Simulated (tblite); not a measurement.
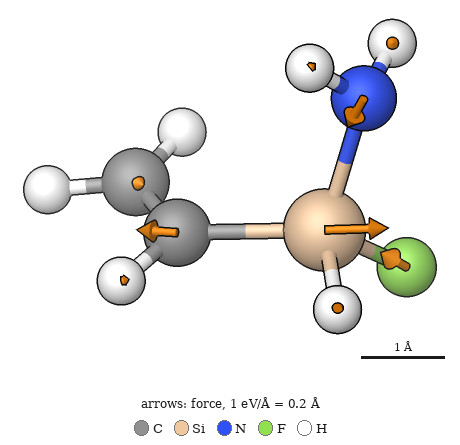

Starting geometry of C2H6FNSi (charge +1, multiplicity 2) with the computed forces as orange arrows. The picture is a ball-and-stick view, seen at a tilt.

The calculation used GFN2-xTB geometry optimisation, gas phase (tblite 0.8.0). 

> Is this structure relaxed? If not, where do the atoms go?

It isn't relaxed: the largest force vector, on the Si atom, is 3.98 eV/Å. The final displacements have little in common with the starting forces (cosine between the two patterns 0.16). Over 98 geometry steps the energy falls by 17.4 kcal/mol. The atom that moves furthest after the best rigid fit is an H atom (1.02 Å). By element the largest moves are H 1.02 Å, F 0.72 Å, C 0.37 Å, N 0.15 Å, Si 0.13 Å. Some distances before and after: C–Si 1.840 → 1.981 Å, N–Si 1.807 → 1.695 Å, F–Si 1.695 → 1.586 Å, H–Si 1.493 → 1.448 Å. Bond angles that change, for instance: N–Si–H 105.0° → 119.8°, Si–N–H 113.8° → 125.6°, C–C–H 117.5° → 127.6°. Groups turn about C–Si by about 55°. The run took 0.64 s on 1 thread of Intel(R) Xeon(R) Platinum 8259CL CPU @ 2.50GHz, on a shared host.
